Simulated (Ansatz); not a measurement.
Molecular dynamics, with input and output: C$_{2}$H$_{8}$GaN (part 5 of 5)

The same run, continued: C$_{2}$H$_{8}$GaN; RKS PBE-D4/def2-SVP (Ansatz 0.2.0). It belongs to a series of runs on one base structure; here: dynamics from the highest image of the converged band.

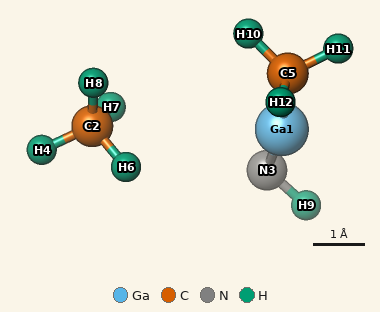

Figure 1. The geometry at step 172 of the log (ball-and-stick view, seen at a tilt; atoms are numbered from 1 in the order of the input).

## Trajectory as extended XYZ, continued
```
12
Properties=species:S:1:pos:R:3:forces:R:3 step=141 time_fs=70.5 energy=-56048.96902 temperature=690.4
Ga   -0.3688   -0.7464   -0.5084   -0.1393  -0.3989  -0.2196
C     0.9269    1.2330    1.9873   -0.1958  -0.4779   1.2407
N    -0.7081   -2.0385    0.5831    0.0760   0.7923   0.3313
H     1.2132    0.8368    3.0171   -0.0682   0.2367  -1.0091
C    -0.1837    0.7167   -1.7847    0.1688  -0.0744   0.0010
H     1.5683    0.8154    1.1983    0.2102  -0.0764  -0.0475
H    -0.1277    0.9379    1.8327   -0.0851  -0.0586  -0.0982
H     0.9763    2.3268    2.0122    0.1162   0.3662  -0.1151
H    -0.7008   -2.9615    0.1452    0.0077  -0.4794  -0.2399
H    -0.5897    1.6825   -1.4557   -0.2068   0.1826   0.1876
H    -0.7177    0.3875   -2.6975   -0.0419   0.0147  -0.0088
H     0.8804    0.8622   -2.0367    0.1582  -0.0269  -0.0223
12
Properties=species:S:1:pos:R:3:forces:R:3 step=144 time_fs=72.0 energy=-56048.94193 temperature=669.8
Ga   -0.3724   -0.7529   -0.5141   -0.0778  -0.3086  -0.2525
C     0.9376    1.2583    2.0036   -0.0848  -0.5365   1.6717
N    -0.7124   -2.0412    0.5811    0.0556   0.6948   0.3012
H     1.2511    0.9046    3.0679   -0.2417   0.3555  -1.5680
C    -0.1764    0.7268   -1.7764    0.0446  -0.4899  -0.3392
H     1.5707    0.8070    1.2228    0.2307  -0.0364   0.0402
H    -0.1133    0.9123    1.8717    0.1229   0.1825  -0.0171
H     0.9957    2.3614    1.9853   -0.0481   0.0231  -0.1517
H    -0.6825   -2.9613    0.1341    0.0057  -0.4475  -0.1960
H    -0.5928    1.6714   -1.4164   -0.2108   0.3573   0.1714
H    -0.7279    0.3957   -2.6958    0.1952   0.1962   0.3334
H     0.8916    0.8661   -2.0311    0.0086   0.0095   0.0067
12
Properties=species:S:1:pos:R:3:forces:R:3 step=147 time_fs=73.5 energy=-56048.94987 temperature=675.8
Ga   -0.3759   -0.7596   -0.5198   -0.0092  -0.2019  -0.3057
C     0.9481    1.2828    2.0228   -0.0003  -0.3403   1.2510
N    -0.7167   -2.0429    0.5796    0.0520   0.1548   0.1017
H     1.2841    0.9796    3.0861   -0.2264   0.2256  -1.3716
C    -0.1691    0.7360   -1.7686   -0.0938  -0.4948  -0.3295
H     1.5779    0.7980    1.2484    0.1411   0.0893   0.2094
H    -0.0963    0.8906    1.9103    0.2717   0.4090   0.0337
H     1.0140    2.3963    1.9552   -0.2068  -0.3981  -0.1455
H    -0.6642   -2.9700    0.1190   -0.0190   0.0111   0.0435
H    -0.6002    1.6674   -1.3736   -0.0614   0.2072   0.0347
H    -0.7342    0.4079   -2.6872    0.2921   0.2854   0.4343
H     0.9029    0.8702   -2.0253   -0.1400   0.0527   0.0440
12
Properties=species:S:1:pos:R:3:forces:R:3 step=150 time_fs=75.0 energy=-56048.96839 temperature=689.8
Ga   -0.3795   -0.7663   -0.5255    0.0586  -0.0941  -0.3560
C     0.9586    1.3066    2.0442    0.0088  -0.0863   0.1322
N    -0.7208   -2.0444    0.5782    0.0670  -0.3488  -0.0863
H     1.3127    1.0592    3.0760    0.0180  -0.0546  -0.4302
C    -0.1619    0.7444   -1.7614   -0.2152  -0.2340   0.0544
H     1.5881    0.7910    1.2784    0.0352   0.2210   0.3361
H    -0.0737    0.8776    1.9496    0.2446   0.5359   0.0514
H     1.0280    2.4230    1.9221   -0.3279  -0.6327  -0.1124
H    -0.6462   -2.9786    0.1049   -0.0616   0.4344   0.2725
H    -0.6088    1.6677   -1.3302    0.1668  -0.0992  -0.1708
H    -0.7345    0.4261   -2.6698    0.2041   0.2592   0.2401
H     0.9114    0.8754   -2.0186   -0.1984   0.0995   0.0690
12
Properties=species:S:1:pos:R:3:forces:R:3 step=153 time_fs=76.5 energy=-56048.94838 temperature=674.5
Ga   -0.3830   -0.7730   -0.5314    0.1169   0.0011  -0.3842
C     0.9691    1.3302    2.0657   -0.0912   0.0753  -1.2317
N    -0.7249   -2.0464    0.5767    0.0743  -0.4712  -0.1299
H     1.3419    1.1377    3.0574    0.4280  -0.3191   0.9165
C    -0.1551    0.7523   -1.7541   -0.2616   0.0042   0.6104
H     1.5991    0.7885    1.3154    0.0008   0.2683   0.3205
H    -0.0462    0.8759    1.9899    0.0314   0.5190   0.0580
H     1.0350    2.4365    1.8865   -0.3910  -0.5619  -0.0871
H    -0.6296   -2.9784    0.0964   -0.0891   0.4907   0.3346
H    -0.6139    1.6660   -1.2903    0.3388  -0.2995  -0.3255
H    -0.7307    0.4497   -2.6475   -0.0179   0.1527  -0.1522
H     0.9157    0.8828   -2.0104   -0.1394   0.1405   0.0707
12
Properties=species:S:1:pos:R:3:forces:R:3 step=156 time_fs=78.0 energy=-56048.93217 temperature=662.4
Ga   -0.3865   -0.7798   -0.5375    0.1622   0.0782  -0.3874
C     0.9795    1.3539    2.0852   -0.0119  -0.0310  -1.6833
N    -0.7289   -2.0490    0.5750    0.0483  -0.1693  -0.0078
H     1.3799    1.2098    3.0573    0.5934  -0.3316   1.5286
C    -0.1488    0.7603   -1.7457   -0.2577   0.0037   0.9980
H     1.6104    0.7917    1.3590    0.0672   0.1868   0.1461
H    -0.0182    0.8851    2.0315   -0.2800   0.3758   0.0780
H     1.0336    2.4384    1.8490   -0.3911  -0.2195  -0.0950
H    -0.6148   -2.9683    0.0947   -0.0739   0.1400   0.2029
H    -0.6119    1.6582   -1.2573    0.3667  -0.2502  -0.3393
H    -0.7272    0.4767   -2.6284   -0.2165   0.0534  -0.4935
H     0.9172    0.8932   -2.0007   -0.0066   0.1639   0.0527
12
Properties=species:S:1:pos:R:3:forces:R:3 step=159 time_fs=79.5 energy=-56048.96409 temperature=686.5
Ga   -0.3899   -0.7865   -0.5436    0.1966   0.1394  -0.3783
C     0.9899    1.3776    2.1018    0.4631  -0.3082  -0.6655
N    -0.7327   -2.0519    0.5733   -0.0091   0.3177   0.1900
H     1.4297    1.2751    3.0877    0.1721  -0.1144   0.7383
C    -0.1429    0.7681   -1.7355   -0.2825  -0.2971   0.9121
H     1.6232    0.7987    1.4057    0.1855   0.0104  -0.1024
H     0.0039    0.9024    2.0749   -0.5048   0.1958   0.1187
H     1.0240    2.4357    1.8094   -0.3386   0.1962  -0.1171
H    -0.6016   -2.9555    0.0973   -0.0214  -0.3835  -0.0188
H    -0.6022    1.6455   -1.2313    0.2406   0.0407  -0.1947
H    -0.7280    0.5049   -2.6195   -0.2105   0.0450  -0.5133
H     0.9186    0.9070   -1.9899    0.1090   0.1581   0.0310
12
Properties=species:S:1:pos:R:3:forces:R:3 step=162 time_fs=81.0 energy=-56048.97060 temperature=691.6
Ga   -0.3933   -0.7931   -0.5499    0.2255   0.1898  -0.3739
C     1.0011    1.4007    2.1173    0.8984  -0.4255   0.6249
N    -0.7366   -2.0544    0.5719   -0.0473   0.5398   0.2710
H     1.4829    1.3378    3.1334   -0.4628   0.0812  -0.4657
C    -0.1375    0.7755   -1.7238   -0.3390  -0.7202   0.3970
H     1.6399    0.8059    1.4503    0.2373  -0.1438  -0.2736
H     0.0157    0.9240    2.1207   -0.4465   0.0963   0.1588
H     1.0071    2.4368    1.7674   -0.2494   0.3712  -0.0757
H    -0.5888   -2.9505    0.0997    0.0118  -0.6350  -0.1176
H    -0.5876    1.6338   -1.2093    0.0380   0.4144   0.0300
H    -0.7329    0.5342   -2.6210    0.0085   0.1157  -0.2001
H     0.9221    0.9242   -1.9785    0.1254   0.1162   0.0249
12
Properties=species:S:1:pos:R:3:forces:R:3 step=166 time_fs=83.0 energy=-56048.94949 temperature=675.6
Ga   -0.3977   -0.8020   -0.5584    0.2590   0.2418  -0.3823
C     1.0186    1.4304    2.1397    0.8685  -0.2134   1.1036
N    -0.7419   -2.0565    0.5706    0.0114   0.0847   0.0489
H     1.5373    1.4243    3.1771   -0.9079   0.1782  -1.2369
C    -0.1314    0.7832   -1.7072   -0.4057  -0.8726  -0.2386
H     1.6693    0.8110    1.5009    0.0508  -0.1283  -0.2301
H     0.0182    0.9563    2.1872    0.0428   0.1224   0.1510
H     0.9767    2.4492    1.7098   -0.0775   0.0204   0.1761
H    -0.5717   -2.9630    0.0999   -0.0587  -0.2069   0.1034
H    -0.5671    1.6324   -1.1787   -0.0967   0.5724   0.1675
H    -0.7383    0.5775   -2.6281    0.3229   0.1885   0.2860
H     0.9304    0.9507   -1.9622   -0.0091   0.0127   0.0514
12
Properties=species:S:1:pos:R:3:forces:R:3 step=169 time_fs=84.5 energy=-56048.96173 temperature=684.9
Ga   -0.4009   -0.8085   -0.5649    0.2752   0.2646  -0.3816
C     1.0335    1.4522    2.1587    0.4848  -0.0059   0.5260
N    -0.7459   -2.0578    0.5697    0.0923  -0.3943  -0.1724
H     1.5566    1.4935    3.1811   -0.8024   0.1961  -1.0147
C    -0.1276    0.7872   -1.6951   -0.4377  -0.4840  -0.2597
H     1.6930    0.8116    1.5331   -0.2085   0.0190  -0.0669
H     0.0201    0.9835    2.2408    0.4207   0.1483   0.0929
H     0.9516    2.4597    1.6704    0.0821  -0.3779   0.4229
H    -0.5602   -2.9787    0.1021   -0.1470   0.2688   0.3234
H    -0.5537    1.6450   -1.1520   -0.0111   0.2805   0.0378
H    -0.7350    0.6144   -2.6276    0.3795   0.1639   0.4103
H     0.9367    0.9711   -1.9488   -0.1279  -0.0791   0.0820
12
Properties=species:S:1:pos:R:3:forces:R:3 step=172 time_fs=86.0 energy=-56048.98281 temperature=701.0
Ga   -0.4041   -0.8149   -0.5716    0.2768   0.2678  -0.3578
C     1.0492    1.4740    2.1786   -0.0929   0.0571  -0.5463
N    -0.7497   -2.0597    0.5686    0.1313  -0.5582  -0.2652
H     1.5592    1.5669    3.1642   -0.3215   0.2524  -0.1631
C    -0.1246    0.7904   -1.6834   -0.3974   0.0843   0.0746
H     1.7123    0.8126    1.5638   -0.4049   0.1487   0.0786
H     0.0306    1.0138    2.2964    0.5734   0.0913   0.0265
H     0.9283    2.4625    1.6400    0.2230  -0.5696   0.5620
H    -0.5517   -2.9891    0.1110   -0.1853   0.4508   0.3936
H    -0.5404    1.6635   -1.1246    0.1221  -0.1440  -0.1656
H    -0.7239    0.6548   -2.6186    0.2444   0.0811   0.2603
H     0.9404    0.9898   -1.9336   -0.1690  -0.1616   0.1024
12
Properties=species:S:1:pos:R:3:forces:R:3 step=175 time_fs=87.5 energy=-56048.98114 temperature=699.9
Ga   -0.4071   -0.8213   -0.5783    0.2619   0.2493  -0.3093
C     1.0648    1.4958    2.1975   -0.6475  -0.0708  -1.5714
N    -0.7533   -2.0624    0.5671    0.0970  -0.2895  -0.1998
H     1.5552    1.6459    3.1443    0.3289   0.3896   0.9085
C    -0.1223    0.7937   -1.6716   -0.2664   0.5080   0.5167
H     1.7232    0.8166    1.5960   -0.4258   0.1626   0.1354
H     0.0529    1.0458    2.3526    0.4321  -0.0635  -0.0058
H     0.9096    2.4536    1.6213    0.2902  -0.4379   0.4899
H    -0.5472   -2.9904    0.1281   -0.1396   0.2226   0.2777
H    -0.5247    1.6791   -1.1007    0.1765  -0.4276  -0.2747
H    -0.7077    0.6969   -2.6044   -0.0088  -0.0202  -0.0686
H     0.9407    1.0051   -1.9163   -0.0987  -0.2225   0.1014
12
Properties=species:S:1:pos:R:3:forces:R:3 step=178 time_fs=89.0 energy=-56048.98434 temperature=702.5
Ga   -0.4101   -0.8275   -0.5852    0.2354   0.2134  -0.2498
C     1.0793    1.5176    2.2137   -0.7081  -0.2033  -1.5230
N    -0.7568   -2.0656    0.5653    0.0066   0.2560  -0.0468
H     1.5576    1.7332    3.1426    0.6066   0.4428   1.1851
C    -0.1204    0.7979   -1.6589   -0.1295   0.6120   0.7505
H     1.7253    0.8238    1.6310   -0.2431   0.0304   0.0883
H     0.0843    1.0764    2.4088    0.0750  -0.2689   0.0201
H     0.8970    2.4356    1.6128    0.2486  -0.0216   0.1862
H    -0.5455   -2.9874    0.1511   -0.0312  -0.2658   0.0584
H    -0.5054    1.6859   -1.0823    0.1063  -0.4341  -0.2078
H    -0.6917    0.7385   -2.5916   -0.2193  -0.1006  -0.3406
H     0.9389    1.0156   -1.8968    0.0527  -0.2604   0.0794
12
Properties=species:S:1:pos:R:3:forces:R:3 step=181 time_fs=90.5 energy=-56049.00393 temperature=717.3
Ga   -0.4129   -0.8338   -0.5921    0.2059   0.1694  -0.1989
C     1.0926    1.5389    2.2273   -0.2502  -0.0426  -0.1941
N    -0.7602   -2.0683    0.5635   -0.0611   0.6524   0.0382
H     1.5722    1.8295    3.1644    0.3005   0.1633   0.3129
C    -0.1189    0.8031   -1.6449   -0.0735   0.4069   0.5370
H     1.7223    0.8316    1.6678    0.0685  -0.1884  -0.0190
H     0.1172    1.1014    2.4655   -0.2600  -0.4114   0.0767
H     0.8897    2.4174    1.6081    0.1215   0.4574  -0.2193
H    -0.5445   -2.9899    0.1753    0.0525  -0.6002  -0.0857
H    -0.4840    1.6839   -1.0682   -0.0644  -0.1724   0.0233
H    -0.6800    0.7781   -2.5856   -0.2393  -0.1506  -0.3199
H     0.9383    1.0205   -1.8756    0.1996  -0.2835   0.0488
12
Properties=species:S:1:pos:R:3:forces:R:3 step=184 time_fs=92.0 energy=-56048.99028 temperature=706.9
Ga   -0.4158   -0.8399   -0.5991    0.1801   0.1280  -0.1683
C     1.1054    1.5603    2.2406    0.0819   0.3593   1.1436
N    -0.7638   -2.0701    0.5616   -0.0262   0.5244  -0.0500
H     1.5930    1.9289    3.1928   -0.1282  -0.3119  -0.7498
C    -0.1174    0.8091   -1.6299   -0.0704   0.0813  -0.0232
H     1.7208    0.8355    1.7042    0.3289  -0.3230  -0.0741
H     0.1451    1.1177    2.5237   -0.3097  -0.3699   0.0764
H     0.8849    2.4084    1.5991    0.0081   0.6220  -0.4382
H    -0.5426   -3.0044    0.1981    0.0254  -0.4173  -0.0326
H    -0.4639    1.6783   -1.0535   -0.2504   0.1943   0.3065
H    -0.6732    0.8144   -2.5860   -0.0848  -0.1880  -0.0189
H     0.9419    1.0194   -1.8533    0.2453  -0.2992   0.0286
12
Properties=species:S:1:pos:R:3:forces:R:3 step=188 time_fs=94.0 energy=-56048.96332 temperature=686.3
Ga   -0.4194   -0.8481   -0.6085    0.1496   0.0852  -0.1452
C     1.1226    1.5899    2.2615   -0.0763   0.7535   1.4536
N    -0.7685   -2.0715    0.5590    0.1160  -0.1326  -0.2641
H     1.6161    2.0499    3.2045   -0.3334  -0.7473  -1.3076
C    -0.1157    0.8172   -1.6102   -0.0469  -0.0547  -0.5741
H     1.7294    0.8307    1.7510    0.3328  -0.0993   0.0738
H     0.1734    1.1284    2.6033    0.0469  -0.0496  -0.0937
H     0.8791    2.4152    1.5736    0.0112   0.1170  -0.1677
H    -0.5398   -3.0349    0.2282   -0.1165   0.2965   0.1631
H    -0.4457    1.6777   -1.0233   -0.3159   0.3554   0.4322
H    -0.6663    0.8565   -2.5859    0.1318  -0.2279   0.3943
H     0.9542    1.0078   -1.8227    0.1007  -0.2962   0.0355
12
Properties=species:S:1:pos:R:3:forces:R:3 step=191 time_fs=95.5 energy=-56048.97429 temperature=694.6
Ga   -0.4221   -0.8541   -0.6157    0.1219   0.0588  -0.1171
C     1.1354    1.6135    2.2801   -0.3854   0.6207   0.7350
N    -0.7719   -2.0726    0.5566    0.1726  -0.3940  -0.3242
H     1.6258    2.1231    3.1821   -0.1600  -0.7296  -0.9918
C    -0.1145    0.8232   -1.5965   -0.0043   0.1754  -0.4533
H     1.7442    0.8243    1.7876    0.1429   0.2815   0.2595
H     0.1948    1.1343    2.6610    0.3121   0.2136  -0.2572
H     0.8749    2.4243    1.5497    0.0713  -0.4129   0.2129
H    -0.5402   -3.0523    0.2543   -0.1712   0.5961   0.2053
H    -0.4397    1.6855   -0.9903   -0.1799   0.0793   0.2268
H    -0.6584    0.8824   -2.5770    0.1546  -0.2337   0.4505
H     0.9662    0.9917   -1.7988   -0.0748  -0.2551   0.0537
12
Properties=species:S:1:pos:R:3:forces:R:3 step=194 time_fs=97.0 energy=-56048.98981 temperature=706.4
Ga   -0.4248   -0.8602   -0.6228    0.0861   0.0326  -0.0686
C     1.1475    1.6382    2.3000   -0.7183   0.0737  -0.3500
N    -0.7750   -2.0742    0.5537    0.1357  -0.1979  -0.2751
H     1.6325    2.1812    3.1393    0.2687  -0.3393  -0.1594
C    -0.1133    0.8296   -1.5835    0.0720   0.4301   0.0425
H     1.7620    0.8238    1.8296   -0.0193   0.5852   0.3540
H     0.2227    1.1447    2.7133    0.3633   0.3642  -0.3316
H     0.8723    2.4250    1.5301    0.0861  -0.7113   0.4452
H    -0.5441   -3.0577    0.2846   -0.1257   0.4415   0.1205
H    -0.4375    1.6948   -0.9527    0.0091  -0.2986  -0.0787
H    -0.6474    0.9034   -2.5589    0.0376  -0.2060   0.2404
H     0.9768    0.9702   -1.7737   -0.1952  -0.1742   0.0607
12
Properties=species:S:1:pos:R:3:forces:R:3 step=197 time_fs=98.5 energy=-56048.98328 temperature=701.6
Ga   -0.4274   -0.8662   -0.6300    0.0455   0.0082  -0.0089
C     1.1583    1.6631    2.3193   -0.9172  -0.5959  -1.2356
N    -0.7780   -2.0762    0.5504    0.0252   0.3548  -0.1734
H     1.6450    2.2324    3.0932    0.7522   0.2532   0.7596
C    -0.1120    0.8367   -1.5705    0.1625   0.4573   0.6093
H     1.7798    0.8355    1.8790   -0.0346   0.6347   0.2876
H     0.2580    1.1627    2.7587    0.1635   0.3593  -0.2531
H     0.8713    2.4108    1.5197    0.0164  -0.6791   0.4000
H    -0.5506   -3.0541    0.3173   -0.0029  -0.0696  -0.0276
H    -0.4351    1.6980   -0.9165    0.1382  -0.5073  -0.2853
H    -0.6357    0.9199   -2.5359   -0.1486  -0.1500  -0.1159
H     0.9833    0.9450   -1.7474   -0.2003  -0.0656   0.0433
12
Properties=species:S:1:pos:R:3:forces:R:3 step=200 time_fs=100.0 energy=-56048.99001 temperature=706.9
Ga   -0.4301   -0.8723   -0.6372    0.0093  -0.0065   0.0395
C     1.1675    1.6869    2.3366   -0.6033  -0.7448  -1.1509
N    -0.7808   -2.0776    0.5468   -0.0731   0.8286  -0.1054
H     1.6731    2.2883    3.0623    0.8009   0.4694   0.9824
C    -0.1104    0.8446   -1.5564    0.1901   0.1891   0.8861
H     1.7970    0.8603    1.9343    0.1193   0.3871   0.0815
H     0.2965    1.1882    2.7989   -0.2047   0.2241  -0.0296
H     0.8706    2.3825    1.5174   -0.1316  -0.3634   0.0755
H    -0.5572   -3.0519    0.3496    0.1030  -0.5154  -0.1290
H    -0.4300    1.6908   -0.8861    0.1544  -0.4271  -0.2844
H    -0.6272    0.9332   -2.5151   -0.2670  -0.0908  -0.3672
H     0.9857    0.9184   -1.7202   -0.0972   0.0496   0.0015
```

This output came from the following input.

## The input
```yaml
crystal:
  periodic: [false, false, false]
  atoms:
    - { symbol: Ga, position_ang: [-0.301298, -0.581125, -0.396015] }
    - { symbol: C, position_ang: [0.530155, 0.528963, 1.439563] }
    - { symbol: "N", position_ang: [-0.506194, -1.865245, 0.809711] }
    - { symbol: H, position_ang: [0.058893, -0.747107, 1.450662] }
    - { symbol: C, position_ang: [-0.248577, 0.555466, -1.996729] }
    - { symbol: H, position_ang: [1.540464, 0.754825, 1.039563] }
    - { symbol: H, position_ang: [-0.126134, 1.416253, 1.309975] }
    - { symbol: H, position_ang: [0.657732, 0.427692, 2.540405] }
    - { symbol: H, position_ang: [-0.890647, -2.815296, 0.710398] }
    - { symbol: H, position_ang: [-0.923016, 1.423552, -1.86154] }
    - { symbol: H, position_ang: [-0.574335, -0.021006, -2.884266] }
    - { symbol: H, position_ang: [0.782955, 0.923031, -2.161725] }
basis:
  gaussian: { orbitals: def2-SVP }
hamiltonian:
  xc: pbe
  dispersion: d4
md:
  timestep: 0.5
  n_steps: 200
  ensemble: nve
  temperature: 100.0
  initial_velocities: maxwell_boltzmann
  seed: 11960
```

Launch command:
```bash
ansatz run input.yaml --threads 2 --pin off --max-ram 3072MiB --backend cpu --events-out ev --progress --plain --runs-dir out
```

## Key numbers

- outcome: finished
- mean temperature over the second half: 670 K
- trajectory: 200 steps, 100 fs
- ensemble: nve
- temperature in the input: 100.0 K
- time step: 0.5 fs
- potential energy (last step): −56048.9901 eV
- mean-field energy (last step): −56048.8303 eV
- largest force (length of the vector) (last step): 1.498 eV/Å
- hardware: 2 threads of Intel Xeon (Granite Rapids), 16 GiB of memory available, shared host
- wall time: 3.6 min (CPU time 6.9 min)
- peak memory: 0.17 GiB

So short a trajectory is not equilibrated.
